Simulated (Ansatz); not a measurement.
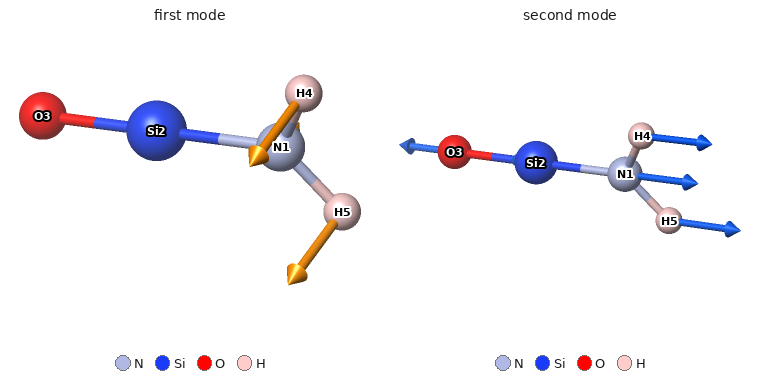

The system is H₂NOSi, SMILES N[Si+]=O, charge +1; the picture shows the reference structure; its two panels give the patterns of the first and the second mode as arrows. Coordinates scanned: (1) normal mode 3 (462 cm⁻¹); (2) normal mode 5 (913 cm⁻¹). Nothing is relaxed (straight displacements along the two mass-weighted modes). The scan uses a 15 × 15 grid; 120 points were computed and 105 follow by symmetry. Points are written as (first, second). Energies are in kJ/mol, from the lowest grid point. The calculation used RKS PBE0-D4/def2-TZVP in Ansatz 0.2.0.

Its coordinates:

```xyz
5

N    -0.4596    0.4618   -0.3189
Si    0.5680   -0.5707    0.3941
O     1.5118   -1.5193    1.0491
H    -1.0240    1.1286    0.2015
H    -0.5963    0.4996   -1.3258
```

Range: normal mode 3 (462 cm⁻¹) from −0.695 to 0.695 amu½·Å; normal mode 5 (913 cm⁻¹) from −0.625 to 0.625 amu½·Å.

### What will the energy surface look like?

The lowest grid point is at (0.000 amu½·Å, 0.000 amu½·Å). It is the only kind of minimum in the scanned range. The highest grid point, (−0.695 amu½·Å, −0.625 amu½·Å), lies 147 kJ/mol above the lowest.

```
normal mode 5 (913 cm⁻¹) ↓, normal mode 3 (462 cm⁻¹) →  −0.695  −0.596  −0.497  −0.397  −0.298  −0.199  −0.099  0.000  0.099  0.199  0.298  0.397  0.497  0.596  0.695
                                                 0.625     105      82      66      56      50      48      47     47     47     48     50     56     66     82    105
                                                 0.536      95      72      56      45      39      37      35     35     35     37     39     45     56     72     95
                                                 0.447      87      63      47      36      30      27      25     25     25     27     30     36     47     63     87
                                                 0.357      79      56      39      28      21      18      17     17     17     18     21     28     39     56     79
                                                 0.268      74      50      33      21      15      11      10     10     10     11     15     21     33     50     74
                                                 0.179      70      45      28      16      10       6       5      4      5      6     10     16     28     45     70
                                                 0.089      67      43      25      14       7       3       2      1      2      3      7     14     25     43     67
                                                 0.000      67      43      25      13       6       2       0      0      0      2      6     13     25     43     67
                                                −0.089      70      45      27      14       7       3       2      1      2      3      7     14     27     45     70
                                                −0.179      75      49      31      19      11       7       5      5      5      7     11     19     31     49     75
                                                −0.268      82      57      38      26      18      14      12     12     12     14     18     26     38     57     82
                                                −0.357      93      67      49      36      28      24      22     22     22     24     28     36     49     67     93
                                                −0.447     107      81      62      49      41      37      35     35     35     37     41     49     62     81    107
                                                −0.536     125      99      80      67      59      54      52     52     52     54     59     67     80     99    125
                                                −0.625     147     121     101      88      80      76      74     73     74     76     80     88    101    121    147
```

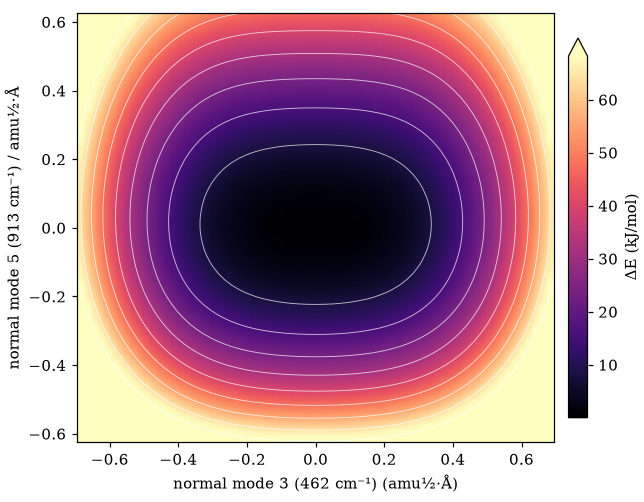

Drawn: a smooth colour map with a few white contour lines, one colour for all values above the top of the scale. Between grid points the surface is interpolated.

Each point was launched as `ansatz run input.yaml --threads 1 --pin off --max-ram 2560MiB --backend cpu --events-out ev --progress --plain --runs-dir out`. The whole map (120 points run) took 4.4 min on 1 thread of Intel(R) Xeon(R) Platinum 8375C CPU @ 2.90GHz (Ice Lake), on a shared host.
